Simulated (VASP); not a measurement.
Band structure of TiAl (relaxed from the CuPt structure, space group R-3m). Level of theory: PBEsol GGA, VASP's PBE PAW potentials (set 64) (plane waves; VASP).

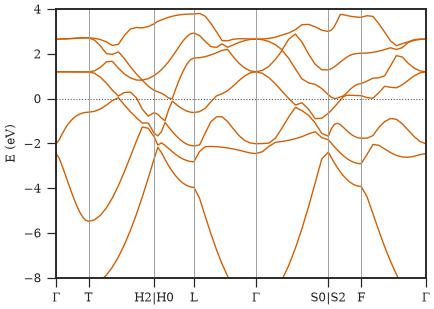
Bands along high-symmetry lines, zero at the valence-band maximum or, without a gap, the Fermi level

### Question
Read the plot: is there a gap, and where are the band edges?

### Answer
It has no gap at this level: it comes out as a metal or semimetal. (Edges off the drawn lines would not show.)

The structure was generated: TiAl was put into the CuPt type (R-3m), which need not be its known phase. It was relaxed first. The electron count is odd and the run is not spin-polarised, which forces a metal.
